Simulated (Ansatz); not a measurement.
**AlGaN2: energy and stress against strain**

The task, for AlGaN2: strain the cell along the Voigt pattern (1, 1, 0, 0, 0, 0).

Program: Ansatz 0.2.0. Level of theory: DFT r2SCAN, scalar-relativistic, plane waves, PAW. These are calculated values, not measurements.

### Step 1. The structure to begin with

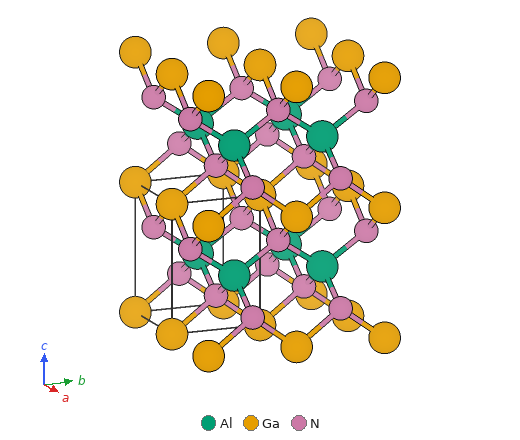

The starting structure, seen slightly off an axis (aluminium teal, gallium amber, nitrogen pink). 2×2×2 cells are drawn. Atoms on the faces are drawn again on the opposite ones.

Coordinates:

```
CELL_PARAMETERS angstrom
3.14088 0.00000 0.00000
0.00000 3.14088 0.00000
0.00000 0.00000 4.42384
ATOMIC_POSITIONS crystal
Al 0.50000 0.50000 0.50000
Ga 0.00000 0.00000 0.00000
N 0.50000 0.00000 0.73826
N 0.00000 0.50000 0.26174
```

It goes back to an entry of the Materials Project, which need not be the stable form.

No relaxation comes first: the listed cell is the starting point.

### Step 2. Zero of energy

Reference values: F = -5104.8075 eV; pressure -0.37 GPa; largest force 0.093 eV/Å; gap on the mesh 3.35 eV. It was computed beforehand with the settings of the runs below.

### Step 3. Next: energy and stress against strain

The cell is strained by ε times the Voigt pattern (1, 1, 0, 0, 0, 0) (xx, yy, zz, yz, xz, xy; engineering shear), with fractional coordinates fixed (clamped ions). The stress on the pattern is the sum of the stress components weighted by it, tension positive.

### Step 4. ε = -0.0200

File input.yaml:

```yaml
crystal:
  lattice:
    - [3.0780595077, 0.0, 0.0]
    - [0.0, 3.0780595077, 0.0]
    - [0.0, 0.0, 4.42383794]
  atoms:
    - { symbol: Al, position: [0.5, 0.5, 0.5] }
    - { symbol: Ga, position: [0.0, 0.0, 0.0] }
    - { symbol: "N", position: [0.5, 0.0, 0.73826481] }
    - { symbol: "N", position: [0.0, 0.5, 0.26173519] }
basis:
  ecutwfc: 500
kpoints:
  mp_grid: { grid: [8, 8, 6] }
hamiltonian:
  xc: r2scan
scf:
  occupations: { method: gaussian, width: 0.05 }
output:
  forces: true
  stress: true
  eigenvalues: true
```

Command:

```bash
$ ansatz run input.yaml --threads 1 --pin off --max-ram 2560MiB --backend cpu --events-out ev --progress --plain --runs-dir out
```

Log (excerpt; [...] marks lines left out):

```text
Warning: RAYON_NUM_THREADS=1 ignored (pool sized by the plan → 1); use --threads N
[...]
Pseudopotentials: kind: paw
Pseudopotential: Al, paw, valence charge 3, recommended cutoff 500 eV (meta_gga), Al.paw.azcp
Pseudopotential: Ga, paw, valence charge 13, recommended cutoff 500 eV (meta_gga), Ga.paw.azcp
Pseudopotential: N, paw, valence charge 5, recommended cutoff 500 eV (meta_gga), N.paw.azcp
Functional definition: r2SCAN
[...]
Crystal: 4 atoms, lattice volume = 41.913 Å³
Basis set: ecut = 500 eV, 1057 PW (Γ), exchange–correlation on 96×96×144 points (64 copies of the dense FFT grid, shifted against one another)
Bands: 17, of which v1, the nominal top of the filled ones, is band 13 counted from 1 (12 counted from 0)
Symmetry: 8 space group operations
Space group: P-4m2 (ITA 115), of the structure as read, at distance tolerance 3.5e-5 Å
k-points: 60 of 384 (time reversal used)
[...]
SCF iter   1: F=—  HF=-5104.651216 eV  |F-HF|=—  |Δ(HF+E_count)|=         —  Δρ=9.97e-3  dr2=2.51e-2  dr2_τ=2.79e-1  ethr=1.77e-3  ⟨swp⟩=5.4  Hψ=5215  notcnv=0
[...]
SCF iter   8: F=-5104.759986 eV  HF=-5104.759986 eV  |F-HF|=2.94e-8  |Δ(HF+E_count)|=   8.12e-8  Δρ=1.09e-5  dr2=5.14e-8  dr2_τ=1.06e-9  ethr=3.85e-10  ⟨swp⟩=3.0  Hψ=3812  notcnv=0
[...]
SCF converged after 8 iterations
Free energy (F): -5104.759986 eV
[...]
E sigma→0 (E₀):  -5104.759986 eV
Fermi energy:    10.524653 eV
[...]
--- Forces (eV/Å), atoms counted from 1 ---
  atom   1  Al    -0.00000000     0.00000000     0.00000000
  atom   2  Ga    -0.00000000     0.00000000     0.00000000
  atom   3  N      0.00000000    -0.00000000     0.13058494
  atom   4  N      0.00000000     0.00000000    -0.13058494
[...]
--- Stress (GPa, compression-positive) ---
        9.484473       0.000000       0.000000
        0.000000       9.484473       0.000000
        0.000000       0.000000       6.519855
  P = ⅓ Tr σ = 8.4963 GPa (84.963 kbar)
--- Band table (eV; the first three rows and the last of 60) ---
  k-point 0: bands = ["-7.9050", "-6.1987", "-4.7076", "-4.7076", "-4.6405", "-4.4712", "-3.6647", "2.7831", "6.2976", "6.2976", "8.3704", "8.7073", "8.7073", "12.3415", "12.9052", "17.5282", "21.0864"]
[...]
```

Run time: 13 s. Hardware: 1 thread of Intel Xeon Platinum 8259CL at 2.50GHz (Skylake/Cascade Lake), shared host; peak memory 0.5 GiB.

### Step 5. At ε = 0.0150

input.yaml: that of step 4 with these lines changed.

```diff
@@ -2,4 +2,4 @@
   lattice:
-    - [3.0780595077, 0.0, 0.0]
-    - [0.0, 3.0780595077, 0.0]
+    - [3.1879902044, 0.0, 0.0]
+    - [0.0, 3.1879902044, 0.0]
     - [0.0, 0.0, 4.42383794]
```

Command:

```bash
$ ansatz run input.yaml --threads 1 --pin off --max-ram 2560MiB --backend cpu --events-out ev --progress --plain --runs-dir out
```

Log (excerpt; [...] marks lines left out):

```text
[...]
SCF converged after 8 iterations
Free energy (F): -5104.777581 eV
[...]
E sigma→0 (E₀):  -5104.777581 eV
Fermi energy:    9.319194 eV
[...]
--- Forces (eV/Å), atoms counted from 1 ---
  atom   1  Al    -0.00000000     0.00000000     0.00000000
  atom   2  Ga    -0.00000000     0.00000000     0.00000000
  atom   3  N      0.00000000     0.00000000     0.06556520
  atom   4  N      0.00000000     0.00000000    -0.06556520
[...]
--- Stress (GPa, compression-positive) ---
       -6.761486       0.000000      -0.000000
        0.000000      -6.761486       0.000000
       -0.000000       0.000000      -4.682060
  P = ⅓ Tr σ = -6.0683 GPa (-60.683 kbar)
--- Band table (eV; the first three rows and the last of 60) ---
  k-point 0: bands = ["-8.3016", "-6.8579", "-5.6399", "-5.6399", "-5.5764", "-5.4379", "-4.4743", "2.3733", "5.3711", "5.3711", "7.6016", "7.7481", "7.7481", "10.8897", "11.7846", "15.7960", "19.6187"]
[...]
```

Run time: 15 s. Hardware: 1 thread of Intel Xeon Platinum 8259CL at 2.50GHz (Skylake/Cascade Lake), shared host; peak memory 0.52 GiB.

### Step 6. At ε = -0.0100

input.yaml: that of step 5 with these lines changed.

```diff
@@ -2,4 +2,4 @@
   lattice:
-    - [3.1879902044, 0.0, 0.0]
-    - [0.0, 3.1879902044, 0.0]
+    - [3.1094682782, 0.0, 0.0]
+    - [0.0, 3.1094682782, 0.0]
     - [0.0, 0.0, 4.42383794]
```

Command:

```bash
$ ansatz run input.yaml --threads 1 --pin off --max-ram 2560MiB --backend cpu --events-out ev --progress --plain --runs-dir out
```

Log (excerpt; [...] marks lines left out):

```text
[...]
SCF converged after 8 iterations
Free energy (F): -5104.796930 eV
[...]
E sigma→0 (E₀):  -5104.796930 eV
Fermi energy:    10.168101 eV
[...]
--- Forces (eV/Å), atoms counted from 1 ---
  atom   1  Al    -0.00000000     0.00000000     0.00000000
  atom   2  Ga    -0.00000000     0.00000000     0.00000000
  atom   3  N      0.00000000     0.00000000     0.11184064
  atom   4  N      0.00000000     0.00000000    -0.11184064
[...]
--- Stress (GPa, compression-positive) ---
        4.356241       0.000000      -0.000000
        0.000000       4.356241       0.000000
       -0.000000       0.000000       2.900448
  P = ⅓ Tr σ = 3.8710 GPa (38.710 kbar)
--- Band table (eV; the first three rows and the last of 60) ---
  k-point 0: bands = ["-8.0229", "-6.3906", "-4.9804", "-4.9804", "-4.9136", "-4.7547", "-3.9022", "2.6613", "6.0208", "6.0208", "8.1430", "8.4217", "8.4217", "11.9140", "12.5693", "17.0195", "20.6513"]
[...]
```

Wall time 15 s (1 thread of Intel Xeon Platinum 8259CL at 2.50GHz (Skylake/Cascade Lake), shared host); peak memory 0.51 GiB.

### Step 7. At ε = 0.0050

input.yaml: that of step 6 with these lines changed.

```diff
@@ -2,4 +2,4 @@
   lattice:
-    - [3.1094682782, 0.0, 0.0]
-    - [0.0, 3.1094682782, 0.0]
+    - [3.1565814339, 0.0, 0.0]
+    - [0.0, 3.1565814339, 0.0]
     - [0.0, 0.0, 4.42383794]
```

Command:

```bash
$ ansatz run input.yaml --threads 1 --pin off --max-ram 2560MiB --backend cpu --events-out ev --progress --plain --runs-dir out
```

Log (excerpt; [...] marks lines left out):

```text
[...]
SCF converged after 8 iterations
Free energy (F): -5104.803464 eV
[...]
E sigma→0 (E₀):  -5104.803464 eV
Fermi energy:    9.651729 eV
[...]
--- Forces (eV/Å), atoms counted from 1 ---
  atom   1  Al    -0.00000000     0.00000000     0.00000000
  atom   2  Ga    -0.00000000     0.00000000     0.00000000
  atom   3  N      0.00000000     0.00000000     0.08392785
  atom   4  N      0.00000000     0.00000000    -0.08392785
[...]
--- Stress (GPa, compression-positive) ---
       -2.588941       0.000000      -0.000000
        0.000000      -2.588941       0.000000
       -0.000000       0.000000      -1.883540
  P = ⅓ Tr σ = -2.3538 GPa (-23.538 kbar)
--- Band table (eV; the first three rows and the last of 60) ---
  k-point 0: bands = ["-8.1927", "-6.6730", "-5.3799", "-5.3799", "-5.3147", "-5.1689", "-4.2491", "2.4858", "5.6239", "5.6239", "7.8137", "8.0109", "8.0109", "11.2921", "12.0894", "16.2772", "20.0226"]
[...]
```

Run time: 14 s. Hardware: 1 thread of Intel Xeon Platinum 8259CL at 2.50GHz (Skylake/Cascade Lake), shared host; peak memory 0.5 GiB.

### Step 8. Point ε = 0.0200

input.yaml: that of step 7 with these lines changed.

```diff
@@ -2,4 +2,4 @@
   lattice:
-    - [3.1565814339, 0.0, 0.0]
-    - [0.0, 3.1565814339, 0.0]
+    - [3.2036945897, 0.0, 0.0]
+    - [0.0, 3.2036945897, 0.0]
     - [0.0, 0.0, 4.42383794]
```

Command:

```bash
$ ansatz run input.yaml --threads 1 --pin off --max-ram 2560MiB --backend cpu --events-out ev --progress --plain --runs-dir out
```

Log (excerpt; [...] marks lines left out):

```text
Warning: RAYON_NUM_THREADS=1 ignored (pool sized by the plan → 1); use --threads N
[...]
[... 5 set-up lines as earlier in the session ...]
[...]
Crystal: 4 atoms, lattice volume = 45.405 Å³
Basis set: ecut = 500 eV, 1149 PW (Γ), exchange–correlation on 96×96×144 points (64 copies of the dense FFT grid, shifted against one another)
Bands: 17, of which v1, the nominal top of the filled ones, is band 13 counted from 1 (12 counted from 0)
[... 1 set-up line as earlier in the session ...]
Space group: P-4m2 (ITA 115), of the structure as read, at distance tolerance 3.6e-5 Å
k-points: 60 of 384 (time reversal used)
[...]
SCF iter   8: F=-5104.756107 eV  HF=-5104.756107 eV  |F-HF|=4.17e-8  |Δ(HF+E_count)|=   1.21e-7  Δρ=1.21e-5  dr2=7.28e-8  dr2_τ=1.36e-9  ethr=3.85e-10  ⟨swp⟩=2.9  Hψ=3787  notcnv=0
[...]
SCF converged after 8 iterations
Free energy (F): -5104.756107 eV
[...]
E sigma→0 (E₀):  -5104.756107 eV
Fermi energy:    9.156295 eV
[...]
--- Forces (eV/Å), atoms counted from 1 ---
  atom   1  Al    -0.00000000     0.00000000     0.00000000
  atom   2  Ga    -0.00000000     0.00000000     0.00000000
  atom   3  N      0.00000000     0.00000000     0.05647878
  atom   4  N      0.00000000     0.00000000    -0.05647878
[...]
--- Stress (GPa, compression-positive) ---
       -8.719204       0.000000      -0.000000
        0.000000      -8.719204       0.000000
       -0.000000       0.000000      -5.972852
  P = ⅓ Tr σ = -7.8038 GPa (-78.038 kbar)
--- Band table (eV; the first three rows and the last of 60) ---
  k-point 0: bands = ["-8.3548", "-6.9494", "-5.7680", "-5.7680", "-5.7055", "-5.5704", "-4.5850", "2.3184", "5.2480", "5.2480", "7.4977", "7.6200", "7.6200", "10.6921", "11.6367", "15.5594", "19.4212"]
[...]
```

Run time: 12 s. Hardware: 1 thread of Intel Xeon Platinum 8259CL at 2.50GHz (Skylake/Cascade Lake), shared host; peak memory 0.49 GiB.

### Step 9. ε = -0.0150

input.yaml: that of step 8 with these lines changed.

```diff
@@ -2,4 +2,4 @@
   lattice:
-    - [3.2036945897, 0.0, 0.0]
-    - [0.0, 3.2036945897, 0.0]
+    - [3.093763893, 0.0, 0.0]
+    - [0.0, 3.093763893, 0.0]
     - [0.0, 0.0, 4.42383794]
```

Command:

```bash
$ ansatz run input.yaml --threads 1 --pin off --max-ram 2560MiB --backend cpu --events-out ev --progress --plain --runs-dir out
```

Log (excerpt; [...] marks lines left out):

```text
[...]
SCF converged after 8 iterations
Free energy (F): -5104.781851 eV
[...]
E sigma→0 (E₀):  -5104.781851 eV
Fermi energy:    10.345116 eV
[...]
--- Forces (eV/Å), atoms counted from 1 ---
  atom   1  Al    -0.00000000     0.00000000     0.00000000
  atom   2  Ga    -0.00000000     0.00000000     0.00000000
  atom   3  N      0.00000000     0.00000000     0.12120295
  atom   4  N      0.00000000     0.00000000    -0.12120295
[...]
--- Stress (GPa, compression-positive) ---
        6.868393       0.000000      -0.000000
        0.000000       6.868393       0.000000
       -0.000000       0.000000       4.664860
  P = ⅓ Tr σ = 6.1339 GPa (61.339 kbar)
--- Band table (eV; the first three rows and the last of 60) ---
  k-point 0: bands = ["-7.9644", "-6.2950", "-4.8447", "-4.8447", "-4.7776", "-4.6137", "-3.7841", "2.7217", "6.1579", "6.1579", "8.2559", "8.5633", "8.5633", "12.1265", "12.7356", "17.2724", "20.8672"]
[...]
```

It took 15 s on 1 thread of Intel Xeon Platinum 8259CL at 2.50GHz (Skylake/Cascade Lake), shared host; peak memory 0.51 GiB.

### Step 10. ε = 0.0100

input.yaml: that of step 9 with these lines changed.

```diff
@@ -2,4 +2,4 @@
   lattice:
-    - [3.093763893, 0.0, 0.0]
-    - [0.0, 3.093763893, 0.0]
+    - [3.1722858192, 0.0, 0.0]
+    - [0.0, 3.1722858192, 0.0]
     - [0.0, 0.0, 4.42383794]
```

Command:

```bash
$ ansatz run input.yaml --threads 1 --pin off --max-ram 2560MiB --backend cpu --events-out ev --progress --plain --runs-dir out
```

Log (excerpt; [...] marks lines left out):

```text
Warning: RAYON_NUM_THREADS=1 ignored (pool sized by the plan → 1); use --threads N
[...]
[... 5 set-up lines as earlier in the session ...]
[...]
Crystal: 4 atoms, lattice volume = 44.519 Å³
Basis set: ecut = 500 eV, 1117 PW (Γ), exchange–correlation on 96×96×144 points (64 copies of the dense FFT grid, shifted against one another)
Bands: 17, of which v1, the nominal top of the filled ones, is band 13 counted from 1 (12 counted from 0)
[... 2 set-up lines as earlier in the session ...]
k-points: 60 of 384 (time reversal used)
[...]
SCF iter   8: F=-5104.793430 eV  HF=-5104.793430 eV  |F-HF|=3.78e-8  |Δ(HF+E_count)|=   1.08e-7  Δρ=1.18e-5  dr2=6.63e-8  dr2_τ=1.26e-9  ethr=3.85e-10  ⟨swp⟩=3.0  Hψ=3795  notcnv=0
[...]
SCF converged after 8 iterations
Free energy (F): -5104.793430 eV
[...]
E sigma→0 (E₀):  -5104.793430 eV
Fermi energy:    9.484324 eV
[...]
--- Forces (eV/Å), atoms counted from 1 ---
  atom   1  Al    -0.00000000     0.00000000     0.00000000
  atom   2  Ga    -0.00000000     0.00000000     0.00000000
  atom   3  N      0.00000000     0.00000000     0.07471954
  atom   4  N      0.00000000     0.00000000    -0.07471954
[...]
--- Stress (GPa, compression-positive) ---
       -4.719074       0.000000      -0.000000
        0.000000      -4.719074       0.000000
       -0.000000       0.000000      -3.319881
  P = ⅓ Tr σ = -4.2527 GPa (-42.527 kbar)
--- Band table (eV; the first three rows and the last of 60) ---
  k-point 0: bands = ["-8.2476", "-6.7658", "-5.5105", "-5.5105", "-5.4461", "-5.3041", "-4.3623", "2.4291", "5.4964", "5.4964", "7.7069", "7.8784", "7.8784", "11.0897", "11.9355", "16.0353", "19.8192"]
[...]
```

Wall time 17 s (1 thread of Intel Xeon Platinum 8259CL at 2.50GHz (Skylake/Cascade Lake), shared host); peak memory 0.5 GiB.

### Step 11. At ε = -0.0050

input.yaml: that of step 10 with these lines changed.

```diff
@@ -2,4 +2,4 @@
   lattice:
-    - [3.1722858192, 0.0, 0.0]
-    - [0.0, 3.1722858192, 0.0]
+    - [3.1251726635, 0.0, 0.0]
+    - [0.0, 3.1251726635, 0.0]
     - [0.0, 0.0, 4.42383794]
```

Command:

```bash
$ ansatz run input.yaml --threads 1 --pin off --max-ram 2560MiB --backend cpu --events-out ev --progress --plain --runs-dir out
```

Log (excerpt; [...] marks lines left out):

```text
Warning: RAYON_NUM_THREADS=1 ignored (pool sized by the plan → 1); use --threads N
[...]
[... 5 set-up lines as earlier in the session ...]
[...]
Crystal: 4 atoms, lattice volume = 43.206 Å³
Basis set: ecut = 500 eV, 1069 PW (Γ), exchange–correlation on 96×96×144 points (64 copies of the dense FFT grid, shifted against one another)
Bands: 17, of which v1, the nominal top of the filled ones, is band 13 counted from 1 (12 counted from 0)
[... 2 set-up lines as earlier in the session ...]
k-points: 60 of 384 (time reversal used)
[...]
SCF iter   8: F=-5104.805428 eV  HF=-5104.805428 eV  |F-HF|=3.45e-8  |Δ(HF+E_count)|=   9.68e-8  Δρ=1.15e-5  dr2=6.03e-8  dr2_τ=1.19e-9  ethr=3.85e-10  ⟨swp⟩=3.0  Hψ=3823  notcnv=0
[...]
SCF converged after 8 iterations
Free energy (F): -5104.805428 eV
[...]
E sigma→0 (E₀):  -5104.805428 eV
Fermi energy:    9.993567 eV
[...]
--- Forces (eV/Å), atoms counted from 1 ---
  atom   1  Al    -0.00000000     0.00000000     0.00000000
  atom   2  Ga    -0.00000000     0.00000000     0.00000000
  atom   3  N      0.00000000     0.00000000     0.10250118
  atom   4  N      0.00000000     0.00000000    -0.10250118
[...]
--- Stress (GPa, compression-positive) ---
        1.944863       0.000000      -0.000000
        0.000000       1.944863       0.000000
       -0.000000       0.000000       1.223139
  P = ⅓ Tr σ = 1.7043 GPa (17.043 kbar)
--- Band table (eV; the first three rows and the last of 60) ---
  k-point 0: bands = ["-8.0804", "-6.4854", "-5.1149", "-5.1149", "-5.0485", "-4.8942", "-4.0191", "2.6018", "5.8861", "5.8861", "8.0317", "8.2824", "8.2824", "11.7042", "12.4062", "16.7693", "20.4386"]
[...]
```

It took 13 s on 1 thread of Intel Xeon Platinum 8259CL at 2.50GHz (Skylake/Cascade Lake), shared host; peak memory 0.51 GiB.

### Step 12. ε = 0.0175

input.yaml: that of step 11 with these lines changed.

```diff
@@ -2,4 +2,4 @@
   lattice:
-    - [3.1251726635, 0.0, 0.0]
-    - [0.0, 3.1251726635, 0.0]
+    - [3.1958423971, 0.0, 0.0]
+    - [0.0, 3.1958423971, 0.0]
     - [0.0, 0.0, 4.42383794]
```

Command:

```bash
$ ansatz run input.yaml --threads 1 --pin off --max-ram 2560MiB --backend cpu --events-out ev --progress --plain --runs-dir out
```

Log (excerpt; [...] marks lines left out):

```text
Warning: RAYON_NUM_THREADS=1 ignored (pool sized by the plan → 1); use --threads N
[...]
[... 5 set-up lines as earlier in the session ...]
[...]
Crystal: 4 atoms, lattice volume = 45.182 Å³
Basis set: ecut = 500 eV, 1133 PW (Γ), exchange–correlation on 96×96×144 points (64 copies of the dense FFT grid, shifted against one another)
Bands: 17, of which v1, the nominal top of the filled ones, is band 13 counted from 1 (12 counted from 0)
[... 2 set-up lines as earlier in the session ...]
k-points: 60 of 384 (time reversal used)
[...]
SCF iter   8: F=-5104.767526 eV  HF=-5104.767526 eV  |F-HF|=4.10e-8  |Δ(HF+E_count)|=   1.19e-7  Δρ=1.21e-5  dr2=7.17e-8  dr2_τ=1.35e-9  ethr=3.85e-10  ⟨swp⟩=2.9  Hψ=3760  notcnv=0
[...]
SCF converged after 8 iterations
Free energy (F): -5104.767526 eV
[...]
E sigma→0 (E₀):  -5104.767526 eV
Fermi energy:    9.237481 eV
[...]
--- Forces (eV/Å), atoms counted from 1 ---
  atom   1  Al    -0.00000000     0.00000000     0.00000000
  atom   2  Ga    -0.00000000     0.00000000     0.00000000
  atom   3  N      0.00000000     0.00000000     0.06101341
  atom   4  N      0.00000000     0.00000000    -0.06101341
[...]
--- Stress (GPa, compression-positive) ---
       -7.750509       0.000000      -0.000000
        0.000000      -7.750509       0.000000
       -0.000000       0.000000      -5.336083
  P = ⅓ Tr σ = -6.9457 GPa (-69.457 kbar)
--- Band table (eV; the first three rows and the last of 60) ---
  k-point 0: bands = ["-8.3283", "-6.9038", "-5.7041", "-5.7041", "-5.6411", "-5.5043", "-4.5298", "2.3458", "5.3093", "5.3093", "7.5495", "7.6838", "7.6838", "10.7906", "11.7103", "15.6774", "19.5196"]
[...]
```

Run time: 12 s. Hardware: 1 thread of Intel Xeon Platinum 8259CL at 2.50GHz (Skylake/Cascade Lake), shared host; peak memory 0.52 GiB.

### Step 13. The scan collected

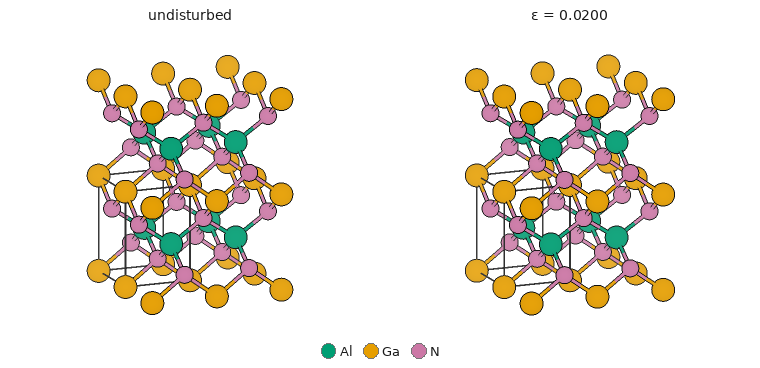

The undisturbed cell and the costliest point of the scan, at one scale, with neighbouring cells.

The scan, with free energies counted from the undisturbed cell:

```csv
ε,ΔE (meV/atom),stress on the pattern (GPa),pressure (GPa),gap on the mesh (eV)
-0.0200,11.9,-18.97,8.5,3.63
-0.0150,6.4,-13.74,6.1,3.56
-0.0100,2.7,-8.71,3.9,3.49
-0.0050,0.5,-3.89,1.7,3.42
0.0000,0.0,0.74,-0.4,3.35
0.0050,1.0,5.18,-2.4,3.28
0.0100,3.5,9.44,-4.3,3.21
0.0150,7.5,13.52,-6.1,3.14
0.0175,10.0,15.50,-6.9,3.11
0.0200,12.9,17.44,-7.8,3.07
```

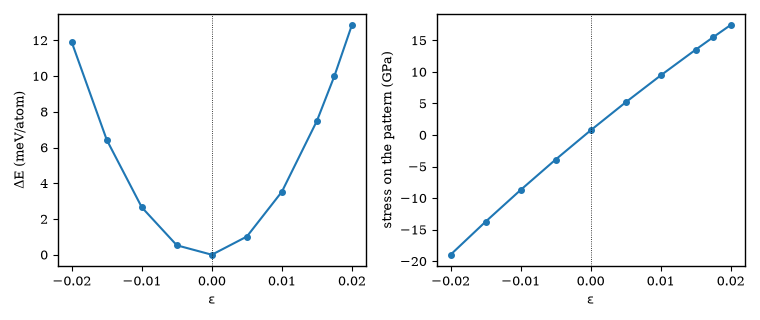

ΔE and stress on the pattern along the scan.

### Step 14. What came out

```
                                  quantity    value
slope of the stress at ε = 0, over ±0.0050  907 GPa
```

**Reading.** From the stress slope, C11 + C22 + 2 C12 is about 907 GPa with the ions clamped; letting the atoms relax could not make it stiffer. The undisturbed cell stays the lowest of the sampled points. The gap on the mesh stays between 3.07 and 3.63 eV.
